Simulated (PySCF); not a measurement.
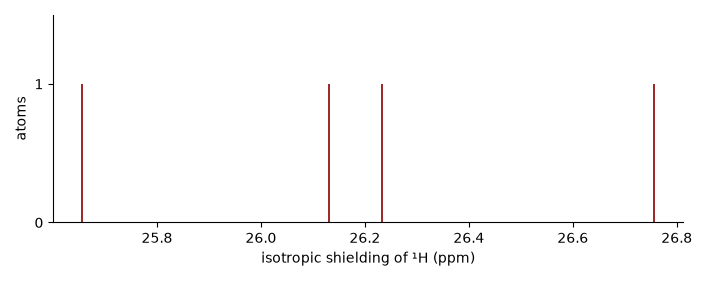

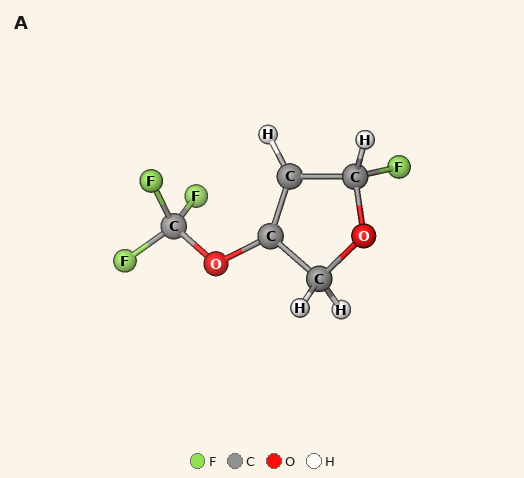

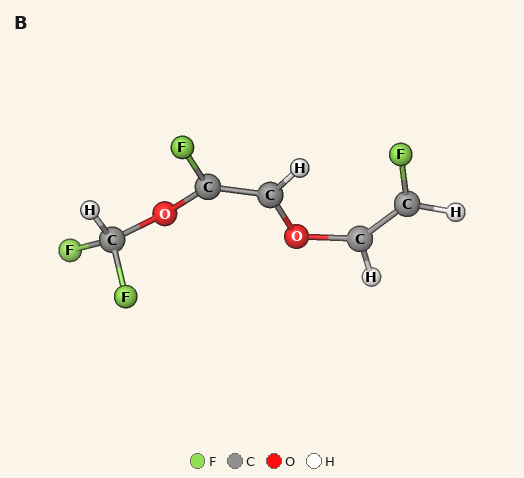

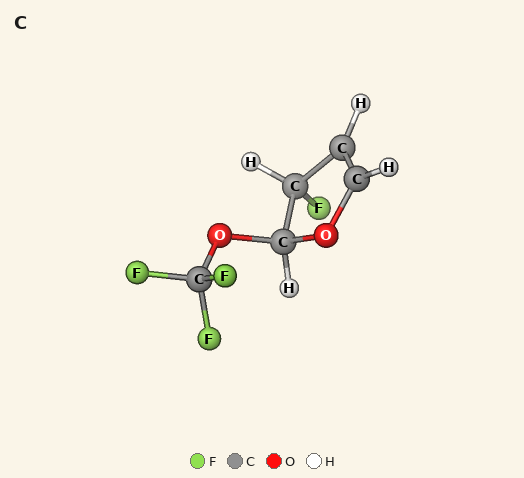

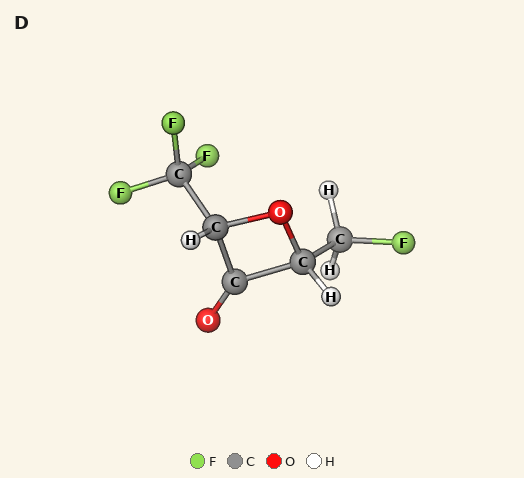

The sticks are computed shieldings of one of the molecules, for one fixed geometry (GFN2-xTB) without averaging over rotations. Low shielding means a high chemical shift. Method: GIAO PBE0/pcSseg-1 NMR shielding, non-relativistic, gas phase (PySCF 2.14.0).

Question: Which molecule gives this pattern?

Answer: D, `O=C1[C@H](C(F)(F)F)O[C@@H]1CF`. Its 4 H atoms give lines at 25.66, 26.13, 26.23, 26.76 ppm.
